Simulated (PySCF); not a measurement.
**C₃H₆N₂Si: density, localisation and related maps**

Input

```
{"job": {"kind": "nmr", "xc": "BHandHLYP", "basis": "pcSseg-1", "pop": false}, "charge": 0, "multiplicity": 1}
C     -1.795261     0.187272     0.506700
C     -0.562231     0.294241    -0.347009
C     -0.783424     0.932338    -1.655038
N     -0.943571     1.433509    -2.687227
N      0.581604    -0.101921    -0.042542
Si     2.120293    -0.665047     0.426374
H     -2.223066     1.186671     0.685043
H     -1.545243    -0.288582     1.462685
H     -2.566664    -0.402653    -0.013942
H      2.301320    -0.651851     1.911563
H      3.219843     0.146055    -0.177091
H      2.196401    -2.070033    -0.069516
```

Command:

```sh
OMP_NUM_THREADS=1 python ens_run.py task.json out
```

Geometry: PBE0-D3(BJ)/def2-SVP.

The calculation used BHandHLYP/pcSseg-1, SCF density, gas phase, non-relativistic in PySCF 2.14.0.

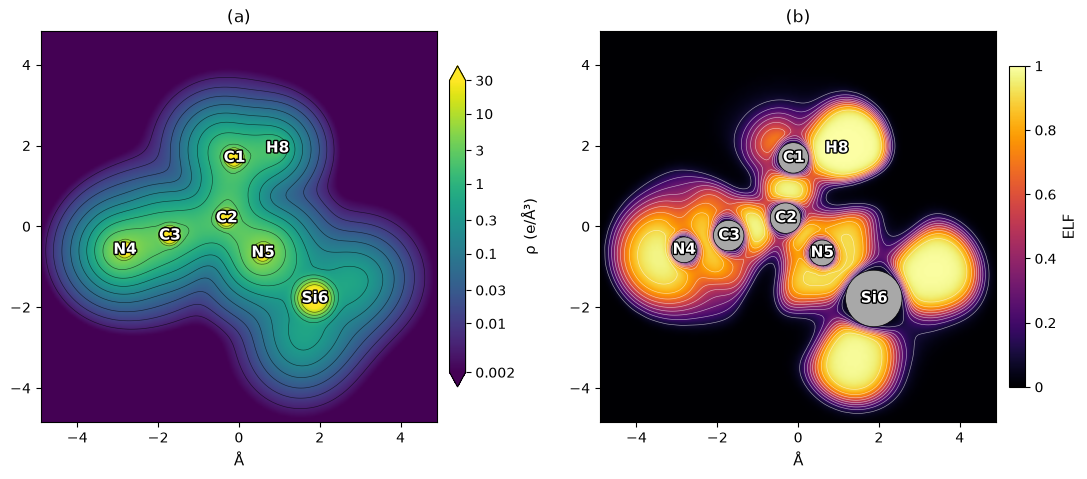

Figure 1. (a) total electron density; (b) electron localisation function on the plane of atoms C1, C2 and C3. Grey discs cover the atomic cores in the ELF map.

Question: Read the bonding off the picture.

Answer: The plane passes through C, N, Si and H nuclei.
C–N (1.16 Å): ρ at the midpoint is about 3.5 e/Å³; the ELF peaks at about 0.90 between the atoms: a short, multiple covalent bond.
C–C (1.47 Å): the density is about 1.8 e/Å³ at the midpoint; the ELF peaks at about 0.95 between the atoms (a shared electron pair).
Si–N (1.70 Å): ρ at the midpoint is about 1 e/Å³; the ELF peaks at about 0.90 between the atoms (a polar covalent bond).
C–H (1.10 Å): ρ at the midpoint is about 2 e/Å³; the ELF climbs to about 1 towards the hydrogen, as it does in any bond to H; an ordinary covalent bond to hydrogen.
C–N (1.25 Å): ρ at the midpoint is about 2.8 e/Å³; the ELF peaks at about 0.90 between the atoms (a short, multiple covalent bond).
The ELF also peaks beside N4, away from the bonds: lone-pair regions.

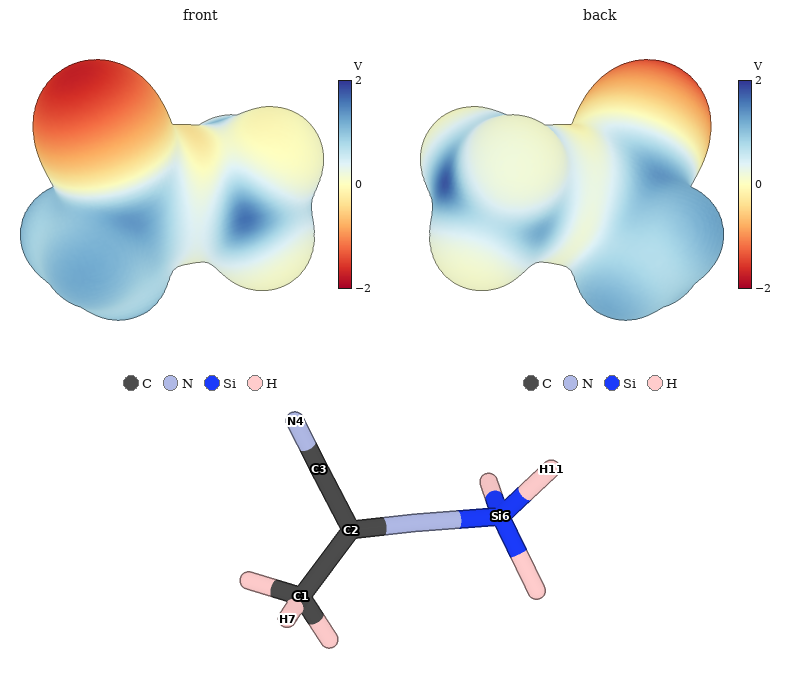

Figure 2. The electrostatic potential painted on the density surface at 0.002 e/bohr³, seen from the front and from behind; red is negative and blue positive. The bare structure is drawn below in the same view.

Question: Describe the electrostatic potential map.

Answer: The most negative region (about −1.7 V) lies over N4, the most positive (about +1.6 V) over Si6. N4 is the likeliest acceptor of a hydrogen bond.

Question: What dipole moment does the calculation give?

Answer: Its dipole moment is 3.49 D.
